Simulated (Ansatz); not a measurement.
# C4H9Cl3Sn: up Jacob's ladder to CCSD(T), part 2 of 2

Ansatz 0.2.0, Gaussian basis; functionals in def2-TZVPP, the program's frozen cores in correlated methods.

### 16 ωB97X-V (range-separated)

The input, in.yaml:

```yaml
crystal:
  periodic: [false, false, false]
  atoms:
    - {symbol: C, position_ang: [-0.235731, -1.920508, 0.950283]}
    - {symbol: C, position_ang: [-0.117516, -0.754838, -0.025068]}
    - {symbol: C, position_ang: [-1.490568, -0.229935, -0.416051]}
    - {symbol: C, position_ang: [0.750936, 0.334222, 0.593502]}
    - {symbol: Sn, position_ang: [1.129122, 1.971816, -0.719255]}
    - {symbol: Cl, position_ang: [3.161771, 2.986224, -0.277976]}
    - {symbol: Cl, position_ang: [-0.457475, 3.652885, -0.612637]}
    - {symbol: Cl, position_ang: [1.206776, 1.291285, -2.932234]}
    - {symbol: H, position_ang: [-0.822895, -2.731615, 0.513145]}
    - {symbol: H, position_ang: [0.745171, -2.320345, 1.217368]}
    - {symbol: H, position_ang: [-0.734127, -1.605698, 1.872035]}
    - {symbol: H, position_ang: [0.380294, -1.119900, -0.931035]}
    - {symbol: H, position_ang: [-2.010396, 0.187967, 0.451242]}
    - {symbol: H, position_ang: [-1.433793, 0.552457, -1.179092]}
    - {symbol: H, position_ang: [-2.109787, -1.031265, -0.824130]}
    - {symbol: H, position_ang: [0.280947, 0.771485, 1.479411]}
    - {symbol: H, position_ang: [1.738470, -0.034740, 0.880691]}
basis:
  gaussian: {orbitals: def2-TZVPP}
hamiltonian: {xc: {name: wB97X-V}}
output: {orbitals: {seedname: orbitals}}
```

Started as:

```sh
ansatz run in.yaml --threads 5 --pin off --events-out ev --progress --plain --max-ram 66560MiB --backend cuda --devices 0, --max-vram 37GiB
```

The log of the run, cut to the lines that bear on the results:

```text
Functional definition: wB97X-V
  name "wB97X-V"
  cite "Mardirossian & Head-Gordon, Phys. Chem. Chem. Phys. 16, 9904 (2014) doi:10.1039/C3CP54374A"
  cite "Becke, J. Chem. Phys. 107, 8554 (1997) doi:10.1063/1.475007"
  cite "Vydrov & Van Voorhis, J. Chem. Phys. 133, 244103 (2010) doi:10.1063/1.3521275"
[...]
      + integral(e_c_pw_opposite_spin*poly(b97_u_opposite, cos0, cos1)) + vv10(b, c)
2613 factors; their error is unknown
548 factors; integrals over basis functions are off by at most 1.4e-5 eV
[...]
mean field -47694.57481248 eV, -1752.7432958145 hartree, gradient 2.6e-5 eV, S^2 0.000000; 0 other end points of the search recorded, 0 dependent functions left out
reference -47694.57480978 eV, -1752.7432957153 hartree; 53, 53 occupied and 373, 373 virtual orbitals, 2613 factors
Total energy: -47694.57480978 eV, -1752.7432957153 hartree
```

Run time: 14 s. Hardware: 1 × H100 (card shared with other runs) with 5 threads of AMD EPYC 7R13, shared host; peak host memory 1 GiB.

Atomisation energy: 65.033 eV (free atoms -47629.542 eV, run apart). HOMO -10.88 eV, LUMO 0.24 eV.

### 17 ωB97M-V (range-separated)

Edit in.yaml of step 16 so:

```diff
@@ -22,3 +22,3 @@
   gaussian: {orbitals: def2-TZVPP}
-hamiltonian: {xc: {name: wB97X-V}}
-output: {orbitals: {seedname: orbitals}}
+hamiltonian: {xc: {name: wB97M-V}}
+output: {forces: true, orbitals: {seedname: orbitals}}
```

The command is unchanged.

The log of the run, cut to the lines that bear on the results:

```text
Functional definition: wB97M-V
  name "wB97M-V"
  cite "Mardirossian & Head-Gordon, J. Chem. Phys. 144, 214110 (2016) doi:10.1063/1.4952647"
  cite "Becke, J. Chem. Phys. 107, 8554 (1997) doi:10.1063/1.475007"
  cite "Vydrov & Van Voorhis, J. Chem. Phys. 133, 244103 (2010) doi:10.1063/1.3521275"
  # Of w^i u^j: cxij and so on, Table III.
[...]
  gx(w, u) = 1 - cx + cx01*u + cx10*w
[...]
Atom 13 at    -1.433793     0.552457    -1.179092 Å, force     0.002198    -0.032712     0.036702 eV/Å
Atom 14 at    -2.109787    -1.031265    -0.824130 Å, force     0.040885     0.053325     0.029130 eV/Å
Atom 15 at     0.280947     0.771485     1.479411 Å, force     0.022675    -0.057158    -0.043585 eV/Å
Atom 16 at     1.738470    -0.034740     0.880691 Å, force    -0.082566     0.006139    -0.004743 eV/Å
Dipole moment:    -0.227707    -0.682045     0.451698 e Å
```

Run time: 15 s. Hardware: 1 × H100 (card shared with other runs) with 5 threads of AMD EPYC 7R13, shared host; peak host memory 1.2 GiB.

Atomisation energy: 64.977 eV (free atoms -47631.201 eV, run apart). HOMO -10.72 eV, LUMO 0.13 eV.

### 18 B2PLYP (double hybrid)

Edit in.yaml of step 17 so:

```diff
@@ -22,3 +22,2 @@
   gaussian: {orbitals: def2-TZVPP}
-hamiltonian: {xc: {name: wB97M-V}}
-output: {forces: true, orbitals: {seedname: orbitals}}
+hamiltonian: {xc: {name: B2PLYP}}
```

Launched as before.

The log of the run, cut to the lines that bear on the results:

```text
Functional definition: B2PLYP
  name "B2PLYP"
  cite "Grimme, J. Chem. Phys. 124, 034108 (2006) doi:10.1063/1.2148954"
  cite "Becke, Phys. Rev. A 38, 3098 (1988) doi:10.1103/PhysRevA.38.3098"
  cite "Lee, Yang & Parr, Phys. Rev. B 37, 785 (1988) doi:10.1103/PhysRevB.37.785"
[...]
2653 factors; integrals over basis functions are off by at most 8.9e-4 eV
[...]
mean field -47667.09754329 eV, -1751.7335247967 hartree, gradient 2.1e-6 eV, S^2 0.000000; 0 other end points of the search recorded, 0 dependent functions left out
23 core orbitals not correlated: weight in the atoms' cores, before any rotation towards them, 1.000 or more for the frozen orbitals, at most 0.000 for the correlated occupied ones
reference -47667.09778136 eV, -1751.7335335457 hartree; 30, 30 occupied and 373, 373 virtual orbitals, 2653 factors
second order -52.23935785 eV of doubles, -0.00000000 eV of singles
Total energy: -47681.20240798 eV, -1752.2518690135 hartree
```

Wall time 11 s (1 × H100 (card shared with other runs) with 5 threads of AMD EPYC 7R13, shared host); peak host memory 2 GiB.

Atomisation energy: 63.803 eV (free atoms -47617.400 eV, run apart).

### 19 PBE-QIDH (double hybrid)

Edit in.yaml of step 18 so:

```diff
@@ -22,2 +22,2 @@
   gaussian: {orbitals: def2-TZVPP}
-hamiltonian: {xc: {name: B2PLYP}}
+hamiltonian: {xc: {name: PBE-QIDH}}
```

Launched as before.

The log of the run, cut to the lines that bear on the results:

```text
Functional definition: PBE-QIDH
  name "PBE-QIDH"
  cite "Brémond, Sancho-García, Pérez-Jiménez & Adamo, J. Chem. Phys. 141, 031101 (2014) doi:10.1063/1.4890314"
  cite "Perdew, Burke & Ernzerhof, Phys. Rev. Lett. 77, 3865 (1996) doi:10.1103/PhysRevLett.77.3865"
[...]
2653 factors; integrals over basis functions are off by at most 8.9e-4 eV
[...]
mean field -47655.46968504 eV, -1751.3062088877 hartree, gradient 5.7e-6 eV, S^2 0.000000; 0 other end points of the search recorded, 0 dependent functions left out
23 core orbitals not correlated: weight in the atoms' cores, before any rotation towards them, 1.000 or more for the frozen orbitals, at most 0.000 for the correlated occupied ones
reference -47655.46970221 eV, -1751.3062095186 hartree; 30, 30 occupied and 373, 373 virtual orbitals, 2653 factors
second order -48.58217068 eV of doubles, -0.00000000 eV of singles
Total energy: -47671.66375910 eV, -1751.9013301327 hartree
```

Wall time 15 s (1 × H100 (card shared with other runs) with 5 threads of AMD EPYC 7R13, shared host); peak host memory 2 GiB.

With the free atoms at this level, -47606.847 eV in sum, the atomisation energy is 64.817 eV.

### 20 Frontier levels by functional

Dipoles come from the runs that computed forces. Levels, from each run's orbital file:

| functional | HOMO (eV) | LUMO (eV) | gap (eV) | dipole (D) |
| --- | --- | --- | --- | --- |
| LDA (SPW92) | -7.56 | -3.10 | 4.46 |  |
| PBE-D4 | -7.40 | -2.79 | 4.61 | 4.13 |
| revPBE-D4 | -7.34 | -2.68 | 4.66 |  |
| BLYP-D4 | -7.25 | -2.72 | 4.53 |  |
| r2SCAN-D4 | -7.70 | -2.59 | 5.10 | 4.27 |
| B97M-V | -7.78 | -2.50 | 5.28 |  |
| PBE0-D4 | -8.62 | -1.88 | 6.74 |  |
| B3LYP-D4 | -8.39 | -2.17 | 6.22 | 4.19 |
| r2SCANh-D4 | -8.14 | -2.26 | 5.88 |  |
| r2SCAN0-D4 | -8.82 | -1.76 | 7.06 |  |
| HSE06-D4 | -8.23 | -2.25 | 5.98 |  |
| BHLYP-D4 | -9.71 | -0.87 | 8.84 |  |
| CAM-B3LYP-D4 | -9.90 | -0.87 | 9.03 |  |
| LC-ωPBE | -11.22 | 0.35 | 11.57 |  |
| ωB97X-V | -10.88 | 0.24 | 11.12 |  |
| ωB97M-V | -10.72 | 0.13 | 10.85 | 4.08 |

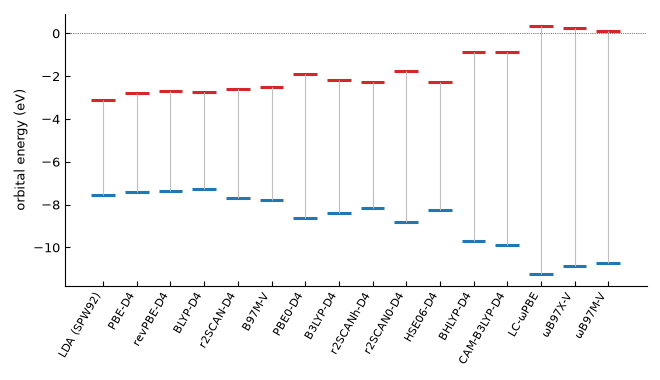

Highest occupied (blue) and lowest empty (red) level by functional.

### 21 CCSD(T) in def2-SVP

Edit in.yaml of step 19 so:

```diff
@@ -21,3 +21,3 @@
 basis:
-  gaussian: {orbitals: def2-TZVPP}
-hamiltonian: {xc: {name: PBE-QIDH}}
+  gaussian: {orbitals: def2-SVP}
+correlation: {method: ccsd_t}
```

Same command.

The log of the run, cut to the lines that bear on the results:

```text
Functional definition: HF
  name "HF"
  cite "Fock, Z. Phys. 61, 126 (1930) doi:10.1007/BF01340294"
  parent pbe
[...]
1866 factors; integrals over basis functions are off by at most 1.2e-3 eV
[...]
mean field -47569.95493312 eV, -1748.1635997186 hartree, gradient 1.5e-6 eV, S^2 0.000000; 0 other end points of the search recorded, 0 dependent functions left out
23 core orbitals not correlated: weight in the atoms' cores, before any rotation towards them, 1.000 or more for the frozen orbitals, at most 0.000 for the correlated occupied ones
reference -47569.95493312 eV, -1748.1635997186 hartree; 30, 30 occupied and 128, 128 virtual orbitals, 1866 factors
second order -29.31889906 eV of doubles, -0.00000000 eV of singles
cycle   1  -30.96745495 eV  change    -1.6e0 eV  update   1.1e-1
[...]
cycle   8  -31.77395125 eV  change   -2.3e-5 eV  update   3.0e-5
perturbative correction -0.88962042 eV, -0.0326929476 hartree
Total energy: -47602.61850480 eV, -1749.3639638375 hartree
```

It took 13 s on 1 × H100 (card shared with other runs) with 5 threads of AMD EPYC 7R13, shared host; peak host memory 0.8 GiB.

### 22 CCSD(T) in def2-TZVPP

Edit in.yaml of step 21 so:

```diff
@@ -21,3 +21,4 @@
 basis:
-  gaussian: {orbitals: def2-SVP}
+  gaussian: {orbitals: def2-TZVPP}
 correlation: {method: ccsd_t}
+output: {orbitals: {seedname: orbitals}}
```

Launched as before.

The log of the run, cut to the lines that bear on the results:

```text
Functional definition: HF
  name "HF"
  cite "Fock, Z. Phys. 61, 126 (1930) doi:10.1007/BF01340294"
  parent pbe
[...]
2653 factors; integrals over basis functions are off by at most 8.9e-4 eV
[...]
mean field -47587.79407869 eV, -1748.8191762263 hartree, gradient 2.5e-6 eV, S^2 0.000000; 0 other end points of the search recorded, 0 dependent functions left out
23 core orbitals not correlated: weight in the atoms' cores, before any rotation towards them, 1.000 or more for the frozen orbitals, at most 0.000 for the correlated occupied ones
reference -47587.79407869 eV, -1748.8191762263 hartree; 30, 30 occupied and 373, 373 virtual orbitals, 2653 factors
second order -43.19177493 eV of doubles, -0.00000000 eV of singles
cycle   1  -44.15218719 eV  change   -9.6e-1 eV  update   1.3e-1
[...]
cycle   8  -45.27504437 eV  change    5.9e-5 eV  update   5.6e-5
perturbative correction -1.85090685 eV, -0.0680195723 hartree
Total energy: -47634.92002991 eV, -1750.5510229907 hartree
```

Run time: 35 s. Hardware: 1 × H100 (card shared with other runs) with 5 threads of AMD EPYC 7R13, shared host; peak host memory 0.9 GiB.

### 23 MP2 in def2-QZVPP

Edit in.yaml of step 22 so:

```diff
@@ -21,4 +21,3 @@
 basis:
-  gaussian: {orbitals: def2-TZVPP}
-correlation: {method: ccsd_t}
-output: {orbitals: {seedname: orbitals}}
+  gaussian: {orbitals: "def2-QZVPP.json"}
+correlation: {method: mp2}
```

Launched as before.

The log of the run, cut to the lines that bear on the results:

```text
Functional definition: HF
  name "HF"
  cite "Fock, Z. Phys. 61, 126 (1930) doi:10.1007/BF01340294"
  parent pbe
[...]
4692 factors; integrals over basis functions are off by at most 9.8e-4 eV
[...]
mean field -47589.10760763 eV, -1748.8674475246 hartree, gradient 6.4e-6 eV, S^2 0.000000; 0 other end points of the search recorded, 0 dependent functions left out
23 core orbitals not correlated: weight in the atoms' cores, before any rotation towards them, 1.000 or more for the frozen orbitals, at most 0.000 for the correlated occupied ones
reference -47589.10760763 eV, -1748.8674475246 hartree; 30, 30 occupied and 737, 737 virtual orbitals, 4692 factors
second order -51.83001355 eV of doubles, -0.00000000 eV of singles
Total energy: -47640.93762118 eV, -1750.7721653909 hartree
```

It took 18 s on 1 × H100 (card shared with other runs) with 5 threads of AMD EPYC 7R13, shared host; peak host memory 1.4 GiB.

Energy pieces by basis (eV):

| basis | HF | MP2 correlation | CCSD correlation | (T) | total |
| --- | --- | --- | --- | --- | --- |
| def2-SVP | -47569.9549 | -29.3189 | -31.7740 | -0.8896 | -47602.6185 |
| def2-TZVPP | -47587.7941 | -43.1918 | -45.2750 | -1.8509 | -47634.9200 |
| def2-QZVPP | -47589.1076 | -51.8300 |  |  | -47640.9376 (MP2) |

The report of the def2-TZVPP run gives T1 = 0.0103.

### 24 From triple and quadruple zeta to the limit

No new run: Hartree-Fock is extrapolated as exp(−7.88√X) and correlation as X^−2.97, with X = 3 and 4; only MP2 was run in the larger set, so CCSD(T) minus MP2 is added from the smaller one.

| level | energy at the limit (eV) |
| --- | --- |
| HF | -47589.2885 |
| MP2 | -47647.5172 |
| CCSD | -47649.6005 |
| CCSD(T) | -47651.4514 |

This is no true limit for total energies: MP2 correlation changes by a factor of 1.20 from triple to quadruple zeta (about 1.07 in light molecules), because outer-core shells are correlated in sets not made for them. Much of that cancels between molecule and atoms or ions.

### 25 RPA on PBE orbitals

Edit in.yaml of step 23 so:

```diff
@@ -21,3 +21,4 @@
 basis:
-  gaussian: {orbitals: "def2-QZVPP.json"}
-correlation: {method: mp2}
+  gaussian: {orbitals: def2-TZVPP}
+hamiltonian: {xc: pbe}
+correlation: {method: rpa}
```

Same command.

The log of the run, cut to the lines that bear on the results:

```text
Functional definition: PBE
  name "PBE"
  cite "Perdew, Burke & Ernzerhof, Phys. Rev. Lett. 77, 3865 (1996) doi:10.1103/PhysRevLett.77.3865"
  parent pbe
[...]
2653 factors; integrals over basis functions are off by at most 8.9e-4 eV
[...]
mean field -47679.99182151 eV, -1752.2073807812 hartree, gradient 1.9e-6 eV, S^2 0.000000; 0 other end points of the search recorded, 0 dependent functions left out
23 core orbitals not correlated: weight in the atoms' cores, before any rotation towards them, 1.000 or more for the frozen orbitals, at most 0.000 for the correlated occupied ones
reference -47585.15736914 eV, -1748.7222789379 hartree; 30, 30 occupied and 373, 373 virtual orbitals, 2653 factors
Total energy: -47654.35198283 eV, -1751.2651340891 hartree
```

Run time: 19 s. Hardware: 1 × H100 (card shared with other runs) with 5 threads of AMD EPYC 7R13, shared host; peak host memory 2 GiB.

RPA correlation: -69.195 eV. No RPA run of the hydrogen atom was made, so RPA has no atomisation energy below.

### 26 Atomisation energies

Atomisation energy = energies of 4 C, 1 Sn, 3 Cl, 9 H (separate runs, same level) minus the molecule's; electronic only, no spin-orbit term.

Differences are taken before rounding.

| method | rung | atomisation energy (eV) | from CCSD(T)/CBS (eV) | time |
| --- | --- | --- | --- | --- |
| LDA (SPW92) | LDA | 73.676 | +8.614 | 19 s |
| PBE-D4 | GGA | 65.932 | +0.869 | 19 s |
| revPBE-D4 | GGA | 64.432 | -0.630 | 16 s |
| BLYP-D4 | GGA | 64.062 | -1.000 | 15 s |
| r2SCAN-D4 | meta-GGA | 65.072 | +0.010 | 11 s |
| B97M-V | meta-GGA | 65.378 | +0.315 | 16 s |
| PBE0-D4 | hybrid | 65.221 | +0.159 | 19 s |
| B3LYP-D4 | hybrid | 64.463 | -0.599 | 13 s |
| r2SCANh-D4 | hybrid | 64.786 | -0.277 | 13 s |
| r2SCAN0-D4 | hybrid | 64.385 | -0.678 | 15 s |
| HSE06-D4 | hybrid | 65.252 | +0.189 | 17 s |
| BHLYP-D4 | hybrid | 63.171 | -1.891 | 18 s |
| CAM-B3LYP-D4 | range-separated | 64.700 | -0.362 | 13 s |
| LC-ωPBE | range-separated | 64.385 | -0.677 | 10 s |
| ωB97X-V | range-separated | 65.033 | -0.029 | 14 s |
| ωB97M-V | range-separated | 64.977 | -0.085 | 15 s |
| B2PLYP | double hybrid | 63.803 | -1.260 | 11 s |
| PBE-QIDH | double hybrid | 64.817 | -0.246 | 15 s |
| HF/def2-TZVPP | wavefunction | 48.450 | -16.612 |  |
| MP2/def2-TZVPP | wavefunction | 64.310 | -0.752 |  |
| CCSD/def2-TZVPP | wavefunction | 62.330 | -2.732 |  |
| CCSD(T)/def2-SVP | wavefunction | 61.567 | -3.495 | 13 s |
| CCSD(T)/def2-TZVPP | wavefunction | 63.326 | -1.736 | 35 s |
| MP2/CBS | wavefunction | 66.046 | +0.984 |  |
| CCSD(T)/CBS | wavefunction | 65.062 | 0 | 53 s |

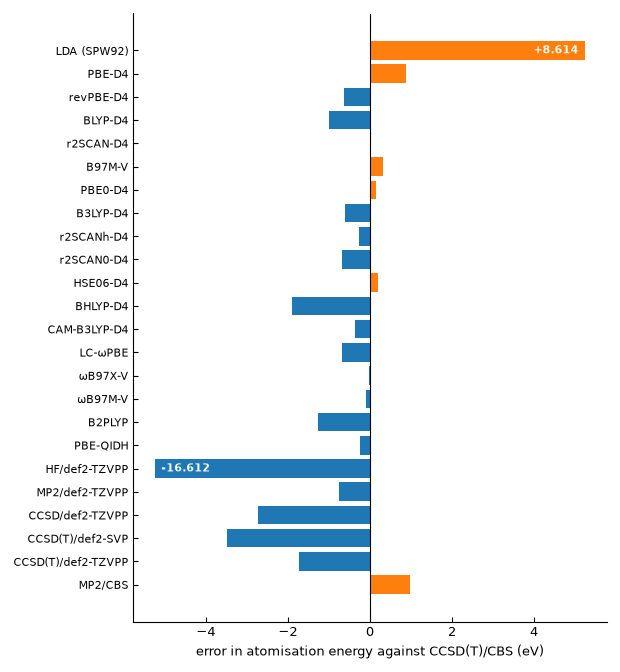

Error of each method against CCSD(T)/CBS. Bars with a number in them are cut short.

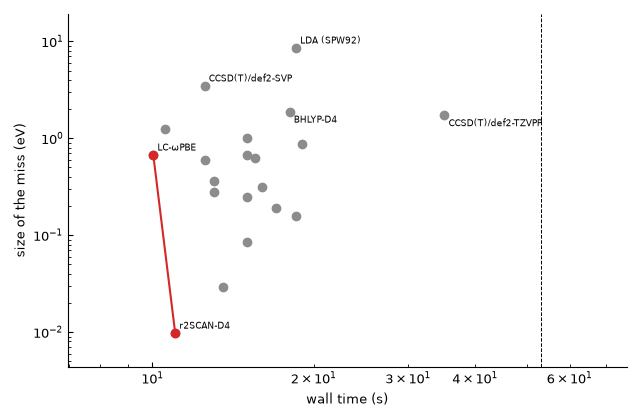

Accuracy for the time spent; red marks the levels that beat every quicker one drawn (of those quicker than the yardstick), and the dashed line is the time of CCSD(T)/CBS. Only those levels and the largest misses are named. Times are from a shared host.

LDA (SPW92), LC-ωPBE, B2PLYP, PBE-QIDH carry no dispersion term (for B3LYP, D4 adds 0.898 eV).

Times are those of the molecule's run; HF, MP2 and CCSD come out of the CCSD(T) runs, and the limit's time is the sum of the runs that it needs.

### 27 Summary of results

The summary covers parts 1 to 2.

| quantity | value |
| --- | --- |
| atomisation energy, CCSD(T)/CBS | 65.062 eV |
| functionals within 0.651 eV (1.0 %) | revPBE-D4, r2SCAN-D4, B97M-V, PBE0-D4, B3LYP-D4, r2SCANh-D4, HSE06-D4, CAM-B3LYP-D4, ωB97X-V, ωB97M-V, PBE-QIDH |
| farthest beyond LDA | BHLYP-D4 (-1.891 eV) |
| mean size of error, GGA | 0.833 eV |
| mean size of error, meta-GGA | 0.163 eV |
| mean size of error, hybrid | 0.632 eV |
| mean size of error, range-separated | 0.288 eV |
| mean size of error, double hybrid | 0.753 eV |
| gap, smallest and largest | 4.46 eV (LDA (SPW92)), 11.57 eV (LC-ωPBE) |
| T1 diagnostic | 0.0103 |
| triples share of the correlation energy | 3.9 % |

LDA overbinds by 8.614 eV (13 %). PBE-D4 is off by +0.869 eV. Double hybrids carry the basis error of their MP2 part in triple zeta, and no dispersion term here, so their miss is partly the set-up's. The rungs meta-GGA, range-separated, hybrid miss on average by less than the doubt on the reference (0.651 eV), so they tie. Misses under about 0.651 eV are within the doubt on the reference itself, which lacks core-valence correlation, spin-orbit coupling and higher excitations, and its outer-core shells are covered unevenly. All levels share the lack of spin-orbit coupling, which lowers the free heavy atoms and so the true binding. Hartree-Fock recovers 74 % of the binding; the rest is correlation. CCSD(T) in def2-SVP is off by -3.495 eV, which most functionals beat. Orbital gaps span 4.5 to 11.6 eV; exact exchange widens them. Correlated methods include outer-core shells of Sn, which these sets cover unevenly.

For cost: r2SCAN-D4 gets within 0.010 eV in 11 s, where CCSD(T)/CBS took 53 s; the quickest level in the cost chart, LC-ωPBE, takes 10 s and misses by 0.677 eV.
